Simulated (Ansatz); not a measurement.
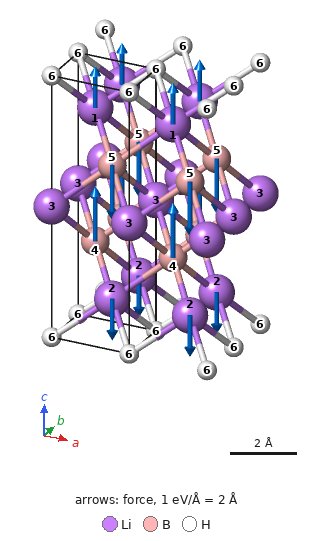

Starting geometry of solid Li3B2H (a generated structure, set up in P-3m1) (coarse preliminary run) with the computed forces as blue arrows. The picture is a ball-and-stick view of the cell of the calculation, repeated 2 × 2 × 1 with one cell outlined, seen slightly off an axis.

Method: DFT PBE, scalar-relativistic, plane waves, PAW (Ansatz 0.2.0).

The input:
```yaml
crystal:
  lattice:
    - [3.28983133, 0.0, 0.0]
    - [-1.64491567, 2.84907751, 0.0]
    - [0.0, 0.0, 8.12920321]
  atoms:
    - { symbol: Li, position: [0.33333333, 0.66666667, 0.84044572] }
    - { symbol: Li, position: [0.66666667, 0.33333333, 0.15955428] }
    - { symbol: Li, position: [0.0, 0.0, 0.5] }
    - { symbol: B, position: [0.33333333, 0.66666667, 0.32977714] }
    - { symbol: B, position: [0.66666667, 0.33333333, 0.67022286] }
    - { symbol: H, position: [0.0, 0.0, 0.0] }
basis:
  ecutwfc: 420
kpoints:
  mp_grid: { grid: [6, 6, 2] }
hamiltonian:
  xc: pbe
scf:
  occupations: { method: gaussian, width: 0.1 }
  lower_state_search: "off"
output:
  forces: true
  stress: true
  eigenvalues: true
relax:
  adjacent_minimum: "off"
  f_tol: 0.04
  max_steps: 70
  cell: { stress_tol: 0.4 }
```

Command:
```bash
ansatz run input.yaml --threads 1 --pin off --max-ram 2048MiB --backend cpu --events-out ev --progress --plain --runs-dir out
```

Question: Is this structure relaxed? If not, where do the atoms go?

Answer: It isn't relaxed: the largest force vector, on B atoms, is 0.86 eV/Å. The final displacements have little in common with the starting forces (cosine between the two patterns 0.21). Over 10 accepted moves (13 points after the start) the energy falls by 354 meV per atom. The largest force component goes from 0.86 to 0.014 eV/Å. Pressure: −4.75 GPa at the start and −0.19 GPa at the end. The line search rejected the trial step at point 7 of the run. At 2 points the geometry stayed and the basis and grid were re-selected for the new cell (energy shift of 1.6 meV per atom at most each time). The largest moves relative to the cell, 0.41 Å, are those of Li1 and Li2. Li2 goes along −c. Largest moves by element: Li 0.41 Å, B 0.19 Å. H stays in place. The drawn cell changes as follows: a = b 3.290 → 2.397 Å (−27.1 %), c 8.129 → 9.950 Å (+22.4 %); the volume changes by −35.0 %. Near-neighbour distances that change, for instance: Li1–Li1 3.290 → 2.397 Å, Li1–H6 2.300 → 1.820 Å, Li3–B4 2.350 → 2.334 Å, Li1–B5 2.350 → 2.361 Å. Among the angles between lasting bonds that change: B5–Li1–B5 88.8° → 61.0°, Li1–B5–Li1 88.8° → 61.0°, Li1–B5–Li3 91.2° → 118.6°. The space group stays P-3m1 (No. 164).

Limits of the set-up: the k-point mesh is coarse for a cell with partly filled bands.
